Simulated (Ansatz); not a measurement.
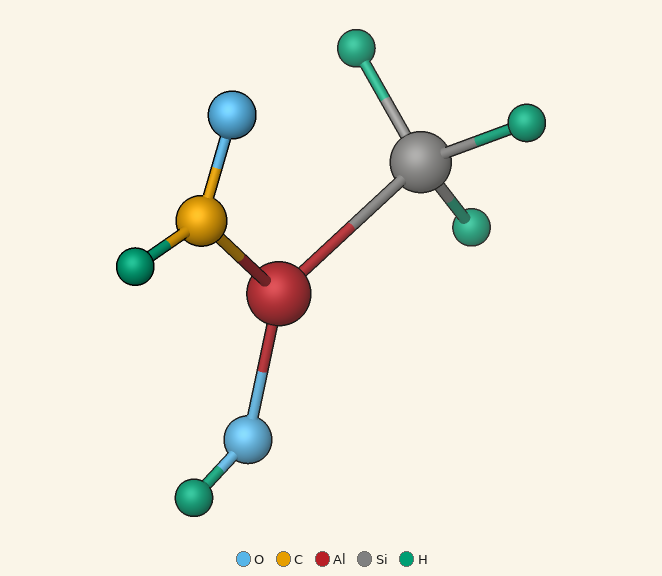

The computed structure is the end point of a PBE0-D4/def2-TZVP optimisation. No frequency run is at hand to confirm it as a minimum. Program: Ansatz 0.2.0.

At this fixed geometry, give HOMO–LUMO gap (eV), HOMO energy (eV), dipole (D) at these levels: B3LYP-D4/def2-TZVPP; PBE-D4/def2-TZVPP; r2SCAN-D4/def2-TZVPP; ωB97M-V/def2-TZVPP.

```
               level  HOMO–LUMO gap (eV)  HOMO energy (eV)  dipole (D)
 B3LYP-D4/def2-TZVPP                3.91             −6.38        2.78
   PBE-D4/def2-TZVPP                1.99             −5.21        2.61
r2SCAN-D4/def2-TZVPP                2.38             −5.44        2.72
  ωB97M-V/def2-TZVPP                8.51             −8.80        2.85
```
